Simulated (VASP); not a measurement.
Band structure of PbSe (space group Pm-3m). Calculation: r2SCAN meta-GGA, VASP's PBE PAW potentials (set 64) (plane waves; VASP).

Unless said otherwise, spin-orbit coupling is left out, though it shifts the bands of the heavy elements here.

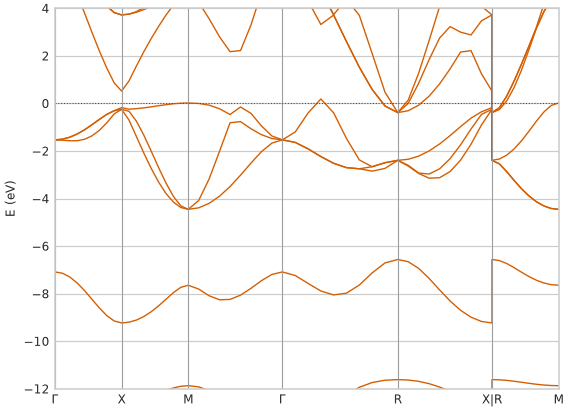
Fig. 1. Bands along high-symmetry lines, zero at the valence-band maximum or, without a gap, the Fermi level

Problem. Read the plot: is there a gap, and where are the band edges?

Solution. It has no gap at this level: it comes out as a metal or semimetal.

The structure comes from a computed database's PbSe entry (Pm-3m); how it stands against other phases isn't given here. It was relaxed first.
